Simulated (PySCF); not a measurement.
# C₄H₆F₂O: NMR shifts and electronic excitations at several levels of theory, part 2 of 2

PySCF 2.14.0. Atoms count from 0. The steps go on from the part before.

## 8. Shielding tensors: PBE0/cc-pVTZ

Job settings and geometry (Å):

```
{"job": {"kind": "nmr", "xc": "PBE0", "basis": "cc-pVTZ", "pop": true}, "charge": 0, "multiplicity": 1}
C     -1.101564    -0.905201     0.288955
C     -0.075376     0.098584    -0.148330
C      1.346830    -0.400202    -0.189061
F      1.755008    -0.727302     1.058064
F      1.427014    -1.515557    -0.946544
C     -0.276631     1.540369     0.006021
O     -0.399701     0.917150    -1.253322
H     -2.102402    -0.453804     0.280601
H     -0.875024    -1.264465     1.303189
H     -1.095547    -1.767154    -0.393192
H      2.029988     0.358554    -0.608602
H     -1.210341     1.892340     0.461987
H      0.583633     2.212024     0.127851
```

With the program's defaults for keys left out, this is: GIAO PBE0/cc-pVTZ NMR shielding, non-relativistic, gas phase.

Standard output:

```text
coarse grid: 11328 points
cycle   1  E = -430.4963063652  dE =  1.084e+00  |g| = 8.582e-01  |ddm| = 6.940e+00
cycle   2  E = -430.3143082662  dE =  1.820e-01  |g| = 1.371e+00  |ddm| = 2.411e+00
cycle   3  E = -430.6180680200  dE = -3.038e-01  |g| = 1.238e-01  |ddm| = 1.489e+00
cycle   4  E = -430.6202938776  dE = -2.226e-03  |g| = 6.463e-02  |ddm| = 2.227e-01
cycle   5  E = -430.6209906465  dE = -6.968e-04  |g| = 1.260e-02  |ddm| = 8.164e-02
cycle   6  E = -430.6210154792  dE = -2.483e-05  |g| = 3.993e-03  |ddm| = 2.087e-02
cycle   7  E = -430.6210186688  dE = -3.190e-06  |g| = 5.714e-04  |ddm| = 6.162e-03
final grid: 111480 points
cycle   8  E = -430.6136278349  dE = -9.046e-05  |g| = 1.184e-02  |ddm| = 1.113e-01
cycle   9  E = -430.6135903026  dE =  3.753e-05  |g| = 1.889e-02  |ddm| = 3.539e-02
cycle  10  E = -430.6136527404  dE = -6.244e-05  |g| = 1.755e-03  |ddm| = 2.092e-02
cycle  11  E = -430.6136533309  dE = -5.905e-07  |g| = 4.231e-04  |ddm| = 2.913e-03
cycle  12  E = -430.6136533564  dE = -2.556e-08  |g| = 1.694e-04  |ddm| = 6.381e-04
cycle  13  E = -430.6136533605  dE = -4.026e-09  |g| = 3.067e-05  |ddm| = 2.240e-04
cycle  14  E = -430.6136533606  dE = -1.709e-10  |g| = 8.339e-06  |ddm| = 5.245e-05
converged SCF energy = -430.6136533606

GIAO shielding tensors (ppm)
atom      isotropic    diamagn.    paramagn.     s11        s22        s33       span
  0 C      174.542     244.448     -69.906    156.956    174.336    192.334     35.378
  1 C      133.935     246.096    -112.162     85.203    138.025    178.575     93.372
  2 C       65.327     236.848    -171.520     48.743     70.355     76.883     28.140
  3 F      313.928     470.004    -156.076    207.521    340.629    393.633    186.111
  4 F      316.145     469.035    -152.890    212.399    339.363    396.673    184.274
  5 C      138.335     250.743    -112.407    101.064    144.910    169.032     67.968
  6 O      300.914     396.368     -95.454    140.529    378.402    383.812    243.283
  7 H       30.894      30.254       0.640     25.920     28.952     37.811     11.891
  8 H       29.667      29.818      -0.152     25.175     27.762     36.063     10.888
  9 H       29.460      29.738      -0.277     25.022     28.094     35.265     10.243
 10 H       26.337      29.233      -2.896     24.117     25.317     29.577      5.459
 11 H       28.927      31.243      -2.317     23.882     27.029     35.870     11.988
 12 H       28.863      31.166      -2.302     23.990     26.728     35.873     11.884
```

It took 44 s on 1 thread of Arm Neoverse V2, shared host; peak memory 1.1 GiB.

This run: δ C2 122.0, C1 53.4, C5 49.0, C0 12.8, H10 4.95, H12 2.43 ppm.

## 9. Nuclear shieldings: PBE0/aug-cc-pVDZ

Same as in step 8 but for these lines:

```diff
@@ -1,2 +1,2 @@
-{"job": {"kind": "nmr", "xc": "PBE0", "basis": "cc-pVTZ", "pop": true}, "charge": 0, "multiplicity": 1}
+{"job": {"kind": "nmr", "xc": "PBE0", "basis": "aug-cc-pVDZ", "pop": true}, "charge": 0, "multiplicity": 1}
 C     -1.101564    -0.905201     0.288955
```

Method: GIAO PBE0/aug-cc-pVDZ NMR shielding, non-relativistic, gas phase.

Standard output:

```text
coarse grid: 11328 points
cycle   1  E = -430.3907203547  dE =  1.115e+00  |g| = 7.896e-01  |ddm| = 9.298e+00
cycle   2  E = -430.2225271177  dE =  1.682e-01  |g| = 1.263e+00  |ddm| = 2.887e+00
cycle   3  E = -430.5029289788  dE = -2.804e-01  |g| = 1.201e-01  |ddm| = 1.770e+00
cycle   4  E = -430.5052592937  dE = -2.330e-03  |g| = 5.584e-02  |ddm| = 2.735e-01
cycle   5  E = -430.5058187334  dE = -5.594e-04  |g| = 1.138e-02  |ddm| = 8.602e-02
cycle   6  E = -430.5058406302  dE = -2.190e-05  |g| = 3.691e-03  |ddm| = 2.769e-02
cycle   7  E = -430.5058436182  dE = -2.988e-06  |g| = 4.671e-04  |ddm| = 7.875e-03
final grid: 111480 points
cycle   8  E = -430.5134842441  dE = -3.904e-05  |g| = 1.080e-02  |ddm| = 2.393e-01
cycle   9  E = -430.5134527624  dE =  3.148e-05  |g| = 1.704e-02  |ddm| = 5.562e-02
cycle  10  E = -430.5135075338  dE = -5.477e-05  |g| = 1.694e-03  |ddm| = 2.502e-02
cycle  11  E = -430.5135081413  dE = -6.075e-07  |g| = 3.339e-04  |ddm| = 3.689e-03
cycle  12  E = -430.5135081575  dE = -1.623e-08  |g| = 1.444e-04  |ddm| = 7.029e-04
cycle  13  E = -430.5135081609  dE = -3.394e-09  |g| = 2.383e-05  |ddm| = 3.031e-04
cycle  14  E = -430.5135081610  dE = -1.160e-10  |g| = 7.858e-06  |ddm| = 9.083e-05
converged SCF energy = -430.5135081610

GIAO shielding tensors (ppm)
atom      isotropic    diamagn.    paramagn.     s11        s22        s33       span
  0 C      182.820     243.045     -60.225    165.230    183.318    199.913     34.683
  1 C      142.297     181.021     -38.723     95.796    144.493    186.603     90.807
  2 C       78.803     241.260    -162.457     62.380     84.072     89.957     27.578
  3 F      321.161     473.568    -152.407    217.866    345.664    399.953    182.087
  4 F      325.138     473.953    -148.815    226.206    345.404    403.802    177.596
  5 C      148.247     242.475     -94.227    112.639    156.151    175.951     63.312
  6 O      307.402     381.521     -74.119    155.455    380.143    386.608    231.153
  7 H       30.923      28.599       2.324     25.993     29.015     37.761     11.768
  8 H       29.687      27.963       1.724     25.254     27.827     35.979     10.725
  9 H       29.529      25.883       3.646     25.100     28.206     35.283     10.183
 10 H       26.275      29.177      -2.902     24.060     25.226     29.540      5.480
 11 H       28.929      35.447      -6.518     23.948     27.093     35.746     11.798
 12 H       28.879      35.798      -6.919     24.066     26.818     35.753     11.687
```

It took 27 s on 1 thread of Arm Neoverse V2, shared host; peak memory 0.98 GiB.

This run: δ C2 116.3, C1 52.8, C5 46.9, C0 12.3, H10 5.12, H12 2.52 ppm.

## 10. NMR shieldings: PBE0/IGLO-III

Same as in step 9 but for these lines:

```diff
@@ -1,2 +1,2 @@
-{"job": {"kind": "nmr", "xc": "PBE0", "basis": "aug-cc-pVDZ", "pop": true}, "charge": 0, "multiplicity": 1}
+{"job": {"kind": "nmr", "xc": "PBE0", "basis": "IGLO-III", "pop": true}, "charge": 0, "multiplicity": 1}
 C     -1.101564    -0.905201     0.288955
```

Level: GIAO PBE0/IGLO-III NMR shielding, non-relativistic, gas phase.

Standard output:

```text
coarse grid: 11328 points
cycle   1  E = -430.5050877814  dE =  1.095e+00  |g| = 8.645e-01  |ddm| = 2.463e+00
cycle   2  E = -430.3132957162  dE =  1.918e-01  |g| = 1.394e+00  |ddm| = 1.195e+00
cycle   3  E = -430.6279861846  dE = -3.147e-01  |g| = 1.293e-01  |ddm| = 8.350e-01
cycle   4  E = -430.6302682676  dE = -2.282e-03  |g| = 7.134e-02  |ddm| = 8.952e-02
cycle   5  E = -430.6311128475  dE = -8.446e-04  |g| = 1.330e-02  |ddm| = 3.963e-02
cycle   6  E = -430.6311395531  dE = -2.671e-05  |g| = 4.249e-03  |ddm| = 8.655e-03
cycle   7  E = -430.6311431803  dE = -3.627e-06  |g| = 5.815e-04  |ddm| = 2.749e-03
final grid: 111480 points
cycle   8  E = -430.6389343683  dE = -1.166e-04  |g| = 1.086e-02  |ddm| = 7.128e-02
cycle   9  E = -430.6389040339  dE =  3.033e-05  |g| = 1.708e-02  |ddm| = 1.211e-02
cycle  10  E = -430.6389552748  dE = -5.124e-05  |g| = 1.799e-03  |ddm| = 7.776e-03
cycle  11  E = -430.6389558754  dE = -6.006e-07  |g| = 4.848e-04  |ddm| = 1.432e-03
cycle  12  E = -430.6389559112  dE = -3.580e-08  |g| = 2.009e-04  |ddm| = 3.203e-04
cycle  13  E = -430.6389559168  dE = -5.607e-09  |g| = 3.243e-05  |ddm| = 9.324e-05
cycle  14  E = -430.6389559170  dE = -1.897e-10  |g| = 8.547e-06  |ddm| = 2.248e-05
converged SCF energy = -430.6389559170

GIAO shielding tensors (ppm)
atom      isotropic    diamagn.    paramagn.     s11        s22        s33       span
  0 C      170.793     249.943     -79.150    152.628    170.527    189.223     36.595
  1 C      128.307     242.105    -113.798     78.009    131.819    175.091     97.082
  2 C       59.317     246.114    -186.796     42.770     64.272     70.910     28.140
  3 F      309.162     464.144    -154.982    199.026    335.477    392.981    193.956
  4 F      312.746     461.954    -149.208    206.759    334.372    397.106    190.347
  5 C      133.073     251.951    -118.878     94.396    140.240    164.585     70.189
  6 O      298.110     390.798     -92.688    132.510    377.328    384.492    251.982
  7 H       30.949      29.308       1.642     25.921     29.089     37.838     11.917
  8 H       29.725      29.609       0.116     25.244     27.844     36.085     10.840
  9 H       29.509      28.987       0.522     25.044     28.158     35.324     10.280
 10 H       26.290      28.181      -1.892     24.103     25.291     29.476      5.373
 11 H       28.944      31.174      -2.230     23.935     27.034     35.861     11.926
 12 H       28.901      31.165      -2.265     24.093     26.747     35.861     11.768
```

It took 43 s on 1 thread of Arm Neoverse V2, shared host; peak memory 1.1 GiB.

In short: δ C2 124.5, C1 55.5, C5 50.7, C0 13.0, H10 5.08, H12 2.47 ppm.

## 11. Shielding tensors: PBE0/pcSseg-0

Same as in step 10 but for these lines:

```diff
@@ -1,2 +1,2 @@
-{"job": {"kind": "nmr", "xc": "PBE0", "basis": "IGLO-III", "pop": true}, "charge": 0, "multiplicity": 1}
+{"job": {"kind": "nmr", "xc": "PBE0", "basis": "pcSseg-0", "pop": true}, "charge": 0, "multiplicity": 1}
 C     -1.101564    -0.905201     0.288955
```

Method: GIAO PBE0/pcSseg-0 NMR shielding, non-relativistic, gas phase.

Standard output:

```text
coarse grid: 11328 points
cycle   1  E = -429.3850309657  dE =  1.116e+00  |g| = 7.903e-01  |ddm| = 3.656e+00
cycle   2  E = -429.2241863577  dE =  1.608e-01  |g| = 1.268e+00  |ddm| = 2.268e+00
cycle   3  E = -429.5097612587  dE = -2.856e-01  |g| = 9.299e-02  |ddm| = 1.399e+00
cycle   4  E = -429.5110844012  dE = -1.323e-03  |g| = 4.569e-02  |ddm| = 1.318e-01
cycle   5  E = -429.5114486146  dE = -3.642e-04  |g| = 6.679e-03  |ddm| = 4.756e-02
cycle   6  E = -429.5114577512  dE = -9.137e-06  |g| = 1.541e-03  |ddm| = 9.077e-03
final grid: 111480 points
cycle   7  E = -429.4319310874  dE = -2.228e-05  |g| = 6.766e-03  |ddm| = 2.225e-02
cycle   8  E = -429.4319199716  dE =  1.112e-05  |g| = 1.032e-02  |ddm| = 1.586e-02
cycle   9  E = -429.4319400832  dE = -2.011e-05  |g| = 1.076e-03  |ddm| = 1.059e-02
cycle  10  E = -429.4319403014  dE = -2.183e-07  |g| = 1.050e-04  |ddm| = 1.171e-03
cycle  11  E = -429.4319403031  dE = -1.658e-09  |g| = 6.285e-05  |ddm| = 1.670e-04
cycle  12  E = -429.4319403039  dE = -7.998e-10  |g| = 8.856e-06  |ddm| = 8.386e-05
converged SCF energy = -429.4319403039

GIAO shielding tensors (ppm)
atom      isotropic    diamagn.    paramagn.     s11        s22        s33       span
  0 C      177.254     243.331     -66.077    158.643    176.376    196.742     38.099
  1 C      138.692     254.045    -115.353     85.269    144.166    186.640    101.371
  2 C       60.599     240.651    -180.051     40.744     67.574     73.480     32.736
  3 F      330.050     474.228    -144.178    234.557    333.321    422.272    187.715
  4 F      322.592     472.875    -150.283    230.485    321.467    415.824    185.339
  5 C      139.054     251.965    -112.911     99.292    146.670    171.200     71.908
  6 O      312.206     395.449     -83.243    131.938    397.823    406.858    274.920
  7 H       32.002      28.651       3.351     26.708     30.009     39.288     12.580
  8 H       31.070      27.890       3.180     26.237     29.512     37.462     11.226
  9 H       30.484      28.069       2.416     25.721     29.036     36.696     10.975
 10 H       27.129      27.319      -0.190     24.677     25.585     31.125      6.449
 11 H       30.042      29.178       0.863     25.466     27.961     36.698     11.232
 12 H       29.934      29.031       0.902     25.625     27.607     36.569     10.944
```

Run time: 5.6 s. Hardware: 1 thread of Arm Neoverse V2, shared host; peak memory 0.49 GiB.

This run: δ C2 132.9, C1 54.8, C5 54.5, C0 16.3, H10 5.70, H12 2.90 ppm.

## 12. TDDFT and polarisability: HF/def2-SVPD

Same as in step 11 but for these lines:

```diff
@@ -1,2 +1,2 @@
-{"job": {"kind": "nmr", "xc": "PBE0", "basis": "pcSseg-0", "pop": true}, "charge": 0, "multiplicity": 1}
+{"job": {"kind": "uv", "xc": "HF", "basis": "def2-SVPD", "ip": true}, "charge": 0, "multiplicity": 1}
 C     -1.101564    -0.905201     0.288955
```

Level: TDDFT HF/def2-SVPD, vertical, gas phase, core orbitals frozen in the response.

Standard output:

```text
final grid: 111480 points
cycle   1  E = -428.1630880933  dE =  1.567e+00  |g| = 9.114e-01  |ddm| = 4.914e+00
cycle   2  E = -428.2944688282  dE = -1.314e-01  |g| = 5.665e-01  |ddm| = 2.111e+00
cycle   3  E = -428.3521094924  dE = -5.764e-02  |g| = 8.566e-02  |ddm| = 9.316e-01
cycle   4  E = -428.3541081516  dE = -1.999e-03  |g| = 2.740e-02  |ddm| = 1.993e-01
cycle   5  E = -428.3543138014  dE = -2.056e-04  |g| = 7.004e-03  |ddm| = 6.646e-02
cycle   6  E = -428.3543276956  dE = -1.389e-05  |g| = 2.362e-03  |ddm| = 1.668e-02
cycle   7  E = -428.3543301929  dE = -2.497e-06  |g| = 5.787e-04  |ddm| = 7.718e-03
cycle   8  E = -428.3543303887  dE = -1.958e-07  |g| = 1.452e-04  |ddm| = 2.163e-03
cycle   9  E = -428.3543304002  dE = -1.147e-08  |g| = 4.283e-05  |ddm| = 7.405e-04
cycle  10  E = -428.3543304011  dE = -8.985e-10  |g| = 1.250e-05  |ddm| = 1.701e-04
converged SCF energy = -428.3543304011

Static polarisability (au): isotropic 48.348, principal 43.889 47.604 53.550

Singlet excitations
state   eV       nm        f      main configurations
  1   9.9232    124.9   0.00526   H-1->L+3 0.34, H-1->L+7 0.09
  2  10.2312    121.2   0.02826   H->L 0.84
  3  10.3707    119.6   0.07518   H->L+3 0.52
  4  10.4128    119.1   0.02745   H-1->L 0.44, H-1->L+3 0.14
  5  10.5110    118.0   0.00790   H-1->L 0.28, H-1->L+16 0.16
  6  11.0109    112.6   0.05773   H->L+1 0.43, H->L+2 0.23
  7  11.2219    110.5   0.10332   H-1->L+2 0.20, H->L+1 0.17, H-2->L 0.14
  8  11.2598    110.1   0.13072   H->L+2 0.26, H-1->L+2 0.10, H->L+5 0.10
  9  11.4082    108.7   0.09688   H-1->L+1 0.39, H-1->L+2 0.11
 10  11.4602    108.2   0.17234   H-1->L+2 0.20, H->L+1 0.11, H->L+8 0.09

Triplet excitations (Tamm-Dancoff, eV): 8.7641 9.2688 9.6713 9.7956
Vertical ionisation energy (delta-SCF) = 9.7097 eV
```

Wall time 32 s (1 thread of Arm Neoverse V2, shared host); peak memory 0.76 GiB.

Frontier orbitals and where they lie:

| orbital | eV | atoms |
| --- | --- | --- |
| HOMO−3 | -14.91 | C0 27 %, O6 22 %, H8 13 % |
| HOMO−2 | -14.22 | C2 16 %, C1 13 %, C0 11 % |
| HOMO−1 | -12.77 | O6 54 %, C1 11 %, C5 9 % |
| HOMO | -12.51 | O6 26 %, C5 25 %, C1 23 % |
| LUMO | 2.44 | C5 24 %, H12 12 %, C0 12 % |
| LUMO+1 | 3.19 | C0 16 %, H12 12 %, O6 11 % |
| LUMO+2 | 3.30 | H10 18 %, C2 15 %, F3 12 % |

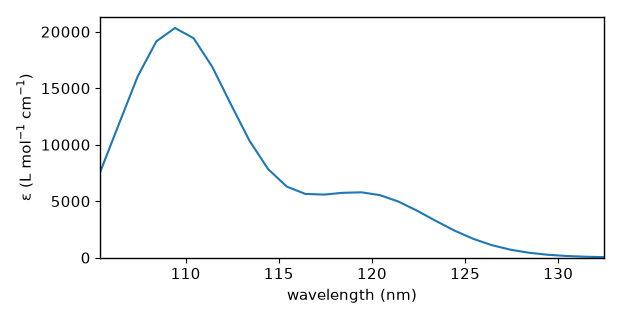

Absorption spectrum: each of the 10 states is a Gaussian band of 0.4 eV half-width at 1/e. Beyond the last state computed it falls off for lack of states.

Ground-state properties from the same run:

| property | computed |
| --- | --- |
| dipole moment (D) | 2.42 |
| polarisability (Å³) | 7.16 |
| HOMO–LUMO gap (eV) | 14.95 |
| −ε(HOMO) (eV) | 12.51 |

## 13. Comparing the runs: NMR shifts

Shifts (ppm) of some atoms, chosen among heavy atoms and hydrogens apart, with basis size and wall time:

| run | C2 | C5 | H10 | H12 | F4 | F3 | O6 | functions | time |
| --- | --- | --- | --- | --- | --- | --- | --- | --- | --- |
| PBE0/6-31G* | 115.3 | 46.9 | 5.00 | 2.43 | -130.5 | -132.8 | 11.9 | 110 | 10 s |
| PBE0/6-311+G(2d,p) | 119.7 | 49.0 | 5.04 | 2.46 | -140.0 | -136.0 | 27.9 | 225 | 28 s |
| PBE0/def2-SVP | 117.1 | 47.4 | 4.71 | 2.22 | -117.3 | -119.5 | 29.8 | 128 | 11 s |
| PBE0/def2-TZVP | 123.0 | 49.1 | 4.99 | 2.46 | -135.6 | -132.8 | 31.8 | 253 | 35 s |
| PBE0/cc-pVDZ | 117.2 | 47.2 | 4.76 | 2.25 | -127.4 | -127.8 | 34.7 | 128 | 12 s |
| PBE0/cc-pVTZ | 122.0 | 49.0 | 4.95 | 2.43 | -133.5 | -131.3 | 33.9 | 294 | 44 s |
| PBE0/aug-cc-pVDZ | 116.3 | 46.9 | 5.12 | 2.52 | -131.0 | -127.0 | 28.5 | 215 | 27 s |
| PBE0/IGLO-III | 124.5 | 50.7 | 5.08 | 2.47 | -138.1 | -134.5 | 29.1 | 305 | 43 s |
| PBE0/pcSseg-0 | 132.9 | 54.5 | 5.70 | 2.90 | -144.2 | -151.7 | 25.7 | 75 | 5.6 s |

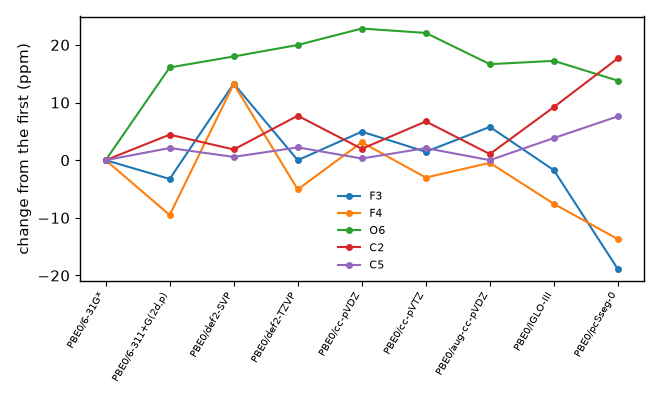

How five of the tabulated atoms move from run to run.

## 14. Results

The summary covers parts 1 to 2.

| quantity | value |
| --- | --- |
| point group | C1 |
| rotational constants (main isotopes) | 4.01, 2.09, 2.05 GHz |
| ¹³C shifts against TMS (PBE0/6-31G*) | 115.3, 50.3, 46.9, 13.6 ppm |
| ¹H shifts against TMS (PBE0/6-31G*, means over atoms taken as alike) | 5.00, 2.43, 2.37, 1.22 ppm |
| ¹⁹F shifts against CFCl3 (PBE0/6-31G*) | -130.5, -132.8 ppm |
| ¹⁷O shifts against H2O (PBE0/6-31G*) | 11.9 ppm |
| lowest singlet (HF/def2-SVPD) | 9.92 eV (125 nm), f = 0.005 |
| brightest single state of those computed | state 10, 11.46 eV, f = 0.172 |
| lowest triplet | 8.76 eV |
| vertical ionisation energy (ΔSCF) | 9.71 eV |
| range of the shift of F3 | -151.7 to -119.5 ppm |

Single values in the summary come from the first sound run of each kind (PBE0/6-31G*; HF/def2-SVPD), which need not be the best level. The start of the PBE0/def2-SVP relaxation was shaken at random by about 0.01 Å, so part of the energy gained, and of the first lengths quoted, undoes that. The optimisation took 11 steps and gained 0.145 eV; among the close pairs (by a distance rule), C0–H9 changed most, from 1.063 to 1.099 Å. No frequency check was run at this level, so the end point may be a saddle. At PBE0/6-31G*: The widest tensor belongs to O6: span 226 ppm, with a paramagnetic part of -80 ppm. The lowest singlet, at 9.92 eV, is HOMO−1→LUMO+3 0.34, HOMO−1→LUMO+7 0.09 and is weak; of the 10 states computed, the strongest absorption comes from state 10 at 11.46 eV (the last computed, so partners may be missing). The lowest triplet lies 1.16 eV below the lowest singlet (triplets in Tamm-Dancoff, singlets in full TDDFT). At HF/def2-SVPD, all states lie near or above the ionisation energy, where they hang on the basis. ΔSCF puts the ionisation energy at 9.71 eV, 2.80 eV below −ε(HOMO). In this run the hole sits in HOMO−1, not in the HOMO; of the holes tried it gave the lowest energy. In ppm, F3 moves most: its shift spreads over 32.2 ppm, from -151.7 (PBE0/pcSseg-0) to -119.5 (PBE0/def2-SVP). Most of that comes from the computed reference, not from the atom's own shielding.
